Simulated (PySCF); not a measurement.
# SVWN5/SBKJC (core potential) run of AsH3 (SMILES [H][As]([H])[H])

Aim: the vertical singlet–triplet gap of AsH3 at SVWN5/SBKJC (core potential), from 2 runs. Input form: a Python script.

Program for the calculation: PySCF 2.14.0.

4 further runs of the same task are left out: 4 set aside as unsound or not needed.

### 1 The molecule

AsH3: 4 atoms, total charge 0, spin state singlet. SMILES: `[H][As]([H])[H]`. The shape comes from GFN2-xTB, which is rough for such elements, and wasn't checked as a minimum.

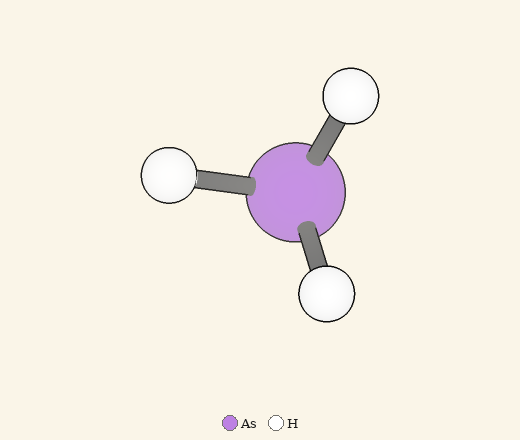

The structure, seen from a chosen angle (arsenic purple, hydrogen white).

### 2 The energy at SVWN5/SBKJC (core potential)

Input file input.py:

```python
from pyscf import gto, dft

molecule = gto.Mole()
molecule.atom = 'As -0.004370 0.005540 0.655970; H 1.216520 -0.029700 -0.207950; H -0.582780 1.061080 -0.232340; H -0.629370 -1.036930 -0.215680'
molecule.verbose = 4
molecule.ecp = {'As': 'sbkjc'}
molecule.basis = 'sbkjc'
molecule.max_memory = 1860
molecule.build()

myscf = dft.RKS(molecule, xc='svwn')
myscf.conv_tol = 1e-10
myscf.grids.level = 5
myscf.kernel()
if not myscf.converged:
    myscf = myscf.newton().run(myscf.mo_coeff, myscf.mo_occ)

energy = myscf.e_tot
print(f'total energy: {energy:.8f} hartree')
```

Started as:

```
$ OMP_NUM_THREADS=1 python input.py
```

The log of the run:

```text
PySCF version 2.14.0

[INPUT] num. atoms = 4
[INPUT] num. electrons = 8
[INPUT] charge = 0
[INPUT] spin (= nelec alpha-beta = 2S) = 0
[INPUT] symmetry False subgroup None
[INPUT] Mole.unit = angstrom
[INPUT] Symbol           X                Y                Z      unit          X                Y                Z       unit  Magmom
[INPUT]  1 As    -0.004370000000   0.005540000000   0.655970000000 AA   -0.008258103164   0.010469082730   1.239603645931 Bohr   0.0
[INPUT]  2 H      1.216520000000  -0.029700000000  -0.207950000000 AA    2.298889625056  -0.056124865900  -0.392968547603 Bohr   0.0
[INPUT]  3 H     -0.582780000000   1.061080000000  -0.232340000000 AA   -1.101294590874   2.005150596253  -0.439058967781 Bohr   0.0
[INPUT]  4 H     -0.629370000000  -1.036930000000  -0.215680000000 AA   -1.189336931018  -1.959513710345  -0.407576130546 Bohr   0.0

nuclear repulsion = 6.06157169691683
number of shells = 10
number of NR pGTOs = 29
number of NR cGTOs = 14
basis = sbkjc
ecp = {'As': 'sbkjc'}

******** <class 'pyscf.dft.rks.RKS'> ********
method = RKS
initial guess = minao
damping factor = 0
level_shift factor = 0
DIIS = <class 'pyscf.scf.diis.CDIIS'>
diis_start_cycle = 1
diis_space = 8
diis_damp = 0
SCF conv_tol = 1e-10
SCF conv_tol_grad = None
SCF max_cycles = 50
direct_scf = True
direct_scf_tol = 1e-13
XC library pyscf.dft.libxc version 7.0.0
    S. Lehtola, C. Steigemann, M. J.T. Oliveira, and M. A.L. Marques.,  SoftwareX 7, 1–5 (2018)
XC functionals = svwn
    P. A. M. Dirac.,  Math. Proc. Cambridge Philos. Soc. 26, 376 (1930)
    F. Bloch.,  Z. Phys. 57, 545 (1929)
    S. H. Vosko, L. Wilk, and M. Nusair.,  Can. J. Phys. 58, 1200 (1980)
radial grids:
    Treutler-Ahlrichs [JCP 102, 346 (1995); DOI:10.1063/1.469408] (M4) radial grids

becke partition: Becke, JCP 88, 2547 (1988); DOI:10.1063/1.454033
pruning grids: <function nwchem_prune>
grids dens level: 5
symmetrized grids: False
atomic radii adjust function: <function treutler_atomic_radii_adjust>
small_rho_cutoff = 0
Set gradient conv threshold to 1e-05
Initial guess from minao.
tot grids = 115360
init E= -7.40865700551684
  HOMO = -0.207568090404774  LUMO = 0.0407554101017763  gap/eV = 6.75723
cycle= 1 E= -7.88697488213045  delta_E= -0.478  |g|= 0.172  |ddm|= 1.88
  HOMO = -0.28307858292996  LUMO = -0.0126842967757786  gap/eV = 7.35780
cycle= 2 E= -7.88797672687425  delta_E= -0.001  |g|= 0.163  |ddm|= 0.598
  HOMO = -0.245768306008681  LUMO = 0.00553689399281839  gap/eV = 6.83836
cycle= 3 E= -7.90116414939975  delta_E= -0.0132  |g|= 0.0178  |ddm|= 0.318
  HOMO = -0.245484350237399  LUMO = 0.00771947816986835  gap/eV = 6.89003
cycle= 4 E= -7.90133772307191  delta_E= -0.000174  |g|= 0.000577  |ddm|= 0.033
  HOMO = -0.245853366426724  LUMO = 0.00751247962154181  gap/eV = 6.89444
cycle= 5 E= -7.90133791442931  delta_E= -1.91e-07  |g|= 3.85e-05  |ddm|= 0.00146
  HOMO = -0.245840137480299  LUMO = 0.00752555875066385  gap/eV = 6.89443
cycle= 6 E= -7.90133791502417  delta_E= -5.95e-10  |g|= 1.7e-05  |ddm|= 0.000105
  HOMO = -0.245839891934797  LUMO = 0.0075250638847273  gap/eV = 6.89441
cycle= 7 E= -7.90133791519742  delta_E= -1.73e-10  |g|= 7.07e-07  |ddm|= 3.93e-05
  HOMO = -0.245839947300954  LUMO = 0.00752502144560757  gap/eV = 6.89441
cycle= 8 E= -7.9013379151977  delta_E= -2.81e-13  |g|= 8.68e-09  |ddm|= 1.42e-06
  HOMO = -0.245839951390448  LUMO = 0.00752501948610549  gap/eV = 6.89441
Extra cycle  E= -7.90133791519771  delta_E= -1.42e-14  |g|= 7.99e-09  |ddm|= 3.47e-08
converged SCF energy = -7.90133791519771
total energy: -7.90133792 hartree
```

Run time: 1.3 s. Hardware: 1 thread of Intel Xeon Platinum 8375C at 2.90GHz (Ice Lake), shared host; peak memory 0.13 GiB.

### 3 The triplet, same level

Input file input.py:

```python
from pyscf import gto, dft

molecule = gto.M(
    atom='''
As    -0.004370     0.005540     0.655970
H      1.216520    -0.029700    -0.207950
H     -0.582780     1.061080    -0.232340
H     -0.629370    -1.036930    -0.215680
''',
    verbose=3,
    spin=2,
    basis='sbkjc',
    max_memory=1860,
    ecp={'As': 'sbkjc'},
)

calc0 = dft.UKS(molecule)
calc0.xc = 'svwn'
calc0.grids.level = 5
calc0.conv_tol = 1e-10
calc0.kernel()
if not calc0.converged:
    calc0 = calc0.newton().run(calc0.mo_coeff, calc0.mo_occ)

etot = calc0.e_tot
print('Final energy', etot)
```

Started as:

```
$ OMP_NUM_THREADS=1 python input.py
```

The log of the run:

```text
WARN: HOMO 0.0407554101017767 >= LUMO -0.207568090404774

WARN: HOMO -0.0644648372904566 >= LUMO -0.323924173351929

WARN: HOMO -0.0373803799388238 >= LUMO -0.267768493477061

WARN: HOMO -0.0276696585950051 >= LUMO -0.258629268999959

WARN: HOMO -0.025419711668785 >= LUMO -0.257845688534556

WARN: HOMO -0.0266523000935237 >= LUMO -0.258080305110829

WARN: HOMO -0.0259192200325724 >= LUMO -0.258186992594851

WARN: HOMO -0.0262003892725522 >= LUMO -0.25846512176575

WARN: HOMO -0.026366241153111 >= LUMO -0.258399002310072

WARN: HOMO -0.0266116960113869 >= LUMO -0.258307509281739

WARN: HOMO -0.0268319208465866 >= LUMO -0.257497608144376

WARN: HOMO -0.0268145065497404 >= LUMO -0.257603303961188

WARN: HOMO -0.0268004962176107 >= LUMO -0.257578280876158

WARN: HOMO -0.0269119895486618 >= LUMO -0.25771067641897

WARN: HOMO -0.0269091024984035 >= LUMO -0.257697514785398

WARN: HOMO -0.0269254127943952 >= LUMO -0.257705870652235

WARN: HOMO -0.0270381101569231 >= LUMO -0.257569397239163

WARN: HOMO -0.0270874404270036 >= LUMO -0.257495863571772

WARN: HOMO -0.0271046964926919 >= LUMO -0.257361884720082

WARN: HOMO -0.027093661989234 >= LUMO -0.257379704828494

WARN: HOMO -0.0270901061515401 >= LUMO -0.257381482739345

WARN: HOMO -0.0270918323170458 >= LUMO -0.257380351228129

WARN: HOMO -0.0270919246903516 >= LUMO -0.257379885485207

WARN: HOMO -0.0270919769562351 >= LUMO -0.257380064659104

converged SCF energy = -7.65765210276231  <S^2> = 2.001403  2S+1 = 3.0009352
Final energy -7.6576521027623095
```

Run time: 2.9 s. Hardware: 1 thread of Intel Xeon Platinum 8375C at 2.90GHz (Ice Lake), shared host; peak memory 0.13 GiB.

### 4 What came out

Level: SVWN5/SBKJC (core potential).

| quantity | value |
| --- | --- |
| singlet: total energy | -7.90134 Eh |
| singlet: dipole moment | 1.74 D |
| singlet: HOMO energy | -6.69 eV |
| singlet: LUMO energy | 0.20 eV |
| singlet: HOMO–LUMO gap | 6.89 eV |
| triplet: total energy | -7.65765 Eh |
| triplet: dipole moment | 0.72 D |
| triplet: HOMO energy (highest over α and β) | -0.74 eV |
| triplet: ⟨S²⟩ | 2.001 |
| vertical energy of the triplet above the singlet | 6.631 eV |

At this shape the triplet lies 6.63 eV (153 kcal/mol) above the singlet.
